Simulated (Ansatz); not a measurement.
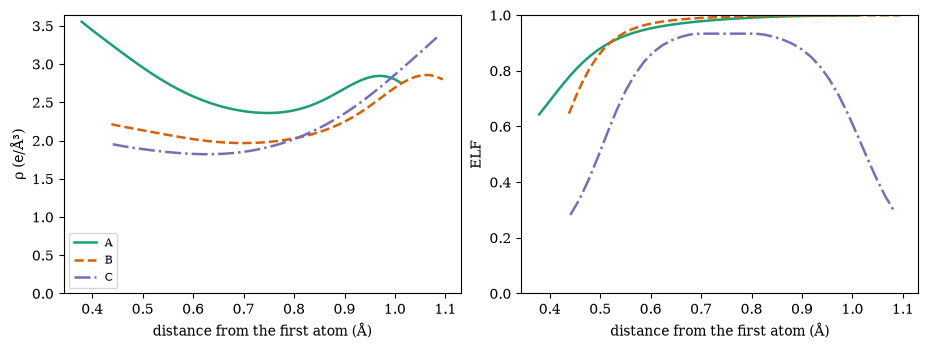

C2H6N2 (SMILES C1NCN1). Total electron density and electron localisation function along straight lines between neighbouring atoms. The curves leave out the atomic cores.

Geometry: PBE0-D4/def2-TZVP.

Theory: RKS PBE0-D4/def2-TZVPP (Ansatz).

| atom | x (Å) | y (Å) | z (Å) |
| --- | --- | --- | --- |
| C | -0.4065 | 0.7329 | -0.5733 |
| N | -0.0330 | 0.6747 | 0.8458 |
| C | 0.2409 | -0.7555 | 0.6551 |
| N | -0.5684 | -0.7267 | -0.5700 |
| H | 0.3987 | 1.0944 | -1.2356 |
| H | -1.3215 | 1.2957 | -0.7843 |
| H | 0.7717 | 1.2321 | 1.0970 |
| H | -0.1461 | -1.4063 | 1.4457 |
| H | 1.3056 | -0.9905 | 0.4850 |
| H | -0.1583 | -1.2019 | -1.3620 |

Q: Which curve belongs to which contact (C–H, C–N and N–H)? The first atom named is at distance zero.

A: Curve A: N–H (1.01 Å): ρ is about 2.9 e/Å³ halfway; the ELF climbs to about 1 towards the hydrogen, as it does in any bond to H (a covalent bond by its length). Curve B: C–H (1.09 Å): ρ is about 2.1 e/Å³ halfway; the ELF climbs to about 1 towards the hydrogen: an ordinary covalent bond to hydrogen. Curve C: C–N (1.47 Å): ρ is about 1.9 e/Å³ halfway; the ELF peaks at about 0.95 between the atoms (localised, covalent bonding).
